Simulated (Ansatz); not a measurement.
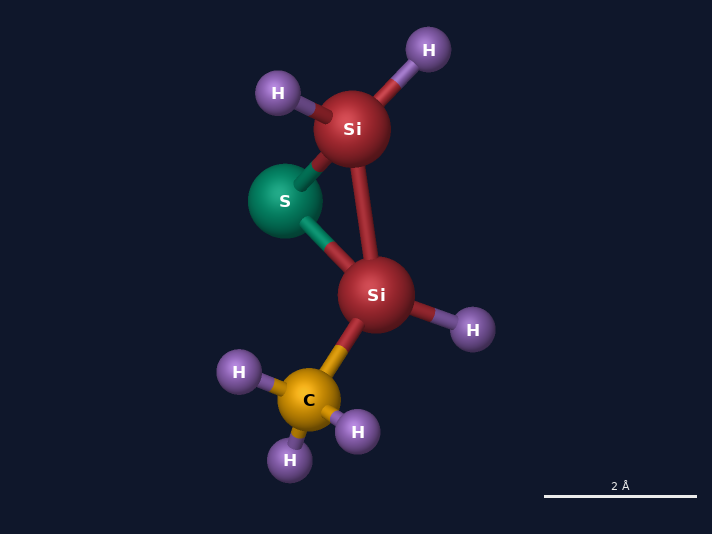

A ball-and-stick model of a molecule.

Computed geometry: PBE0-D4/def2-TZVP optimisation.

What does the picture show?

It has 10 atoms: 1 carbon, 6 hydrogen, 1 sulfur and 2 silicon (CH₆SSi₂). As SMILES it reads `C[Si@@H]1[SiH2]S1`. Independent rings (smallest set): 1 of 3 members. Among its groups: Si–H bond. This geometry has C1 symmetry. Coordination, clear cases only: 1 C tetrahedral.

The parts below concern this one geometry. Atoms keep their numbers from picture to picture.

Shape

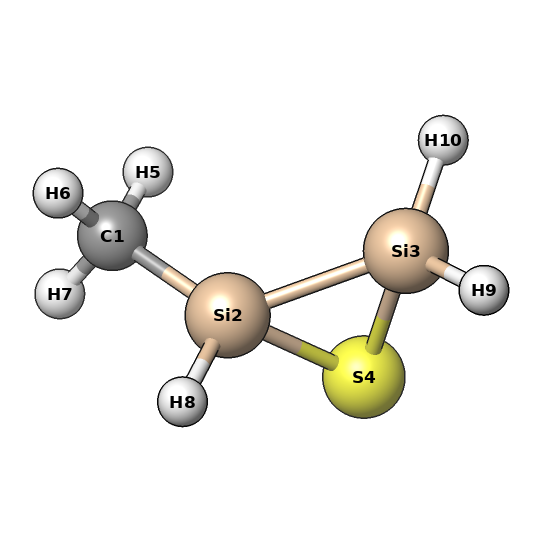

Give the bond lengths.

```tsv
bond	length (Å)	order
C1–Si2	1.862	single
C1–H5	1.091	single
C1–H6	1.093	single
C1–H7	1.093	single
Si2–Si3	2.246	single
Si2–S4	2.154	single
Si2–H8	1.484	single
Si3–S4	2.156	single
Si3–H9	1.483	single
Si3–H10	1.484	single
```

Vibrations

Harmonic vibrations computed with RKS PBE0-D4/def2-TZVP (Ansatz 0.2.0) at a stationary point of the same level.

**How many vibrational modes are there, and where do they lie?**

24 modes: 142, 152, 185, 385, 432, 474, 563, 589, 600, 673, 686, 749, 801, 899, 944, 1272, 1442, 1445, 2225, 2228, 2243, 3052, 3135, 3153 cm⁻¹.

Electronic properties

Level of theory: RKS ωB97M-V/def2-TZVPP (Ansatz 0.2.0).

Predict the main results.

- dipole moment: 2.07 D
- HOMO energy (Kohn–Sham orbital): −8.99 eV
- LUMO energy (Kohn–Sham orbital): 1.56 eV
- HOMO–LUMO gap: 10.55 eV

Charges

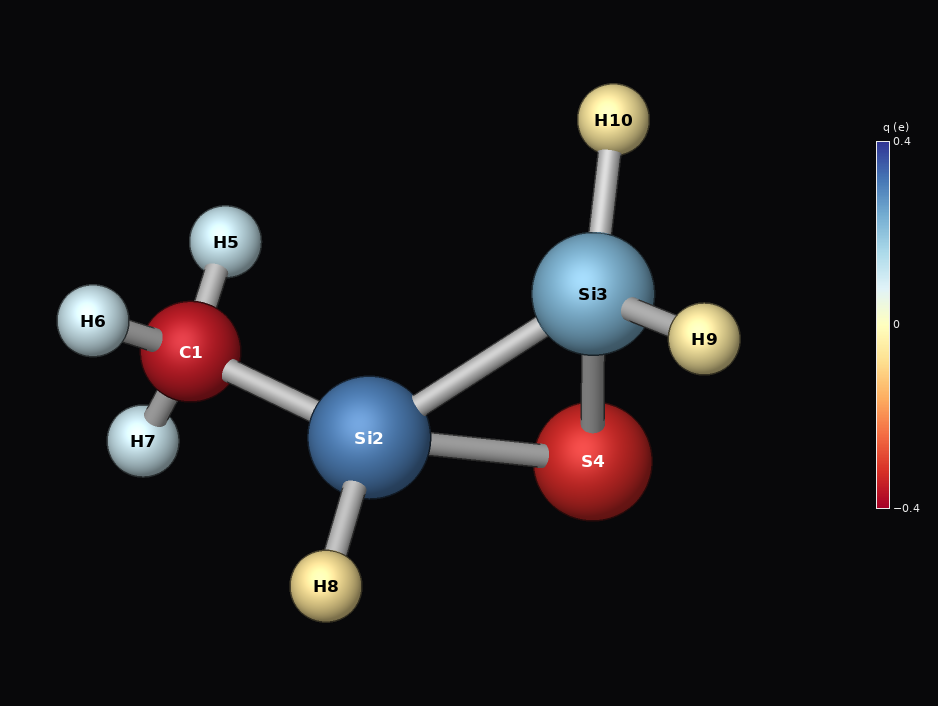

Atoms are coloured by their Mulliken charges. Level of theory: RKS B3LYP-D4/def2-TZVPP (Ansatz 0.2.0).

**Which atom carries the highest charge (most positive or least negative)?**

Si2 (0.30 e).

**And the lowest?**

C1 (−0.35 e).

Give the Mulliken charges atom by atom.

```json
{"atom": "C1", "value (e)": "−0.35"}
{"atom": "Si2", "value (e)": "0.30"}
{"atom": "Si3", "value (e)": "0.22"}
{"atom": "S4", "value (e)": "−0.33"}
{"atom": "H5", "value (e)": "0.11"}
{"atom": "H6", "value (e)": "0.10"}
{"atom": "H7", "value (e)": "0.11"}
{"atom": "H8", "value (e)": "−0.06"}
{"atom": "H9", "value (e)": "−0.05"}
{"atom": "H10", "value (e)": "−0.05"}
```

Mulliken values depend strongly on the basis set and can even reverse the polarity of a bond.
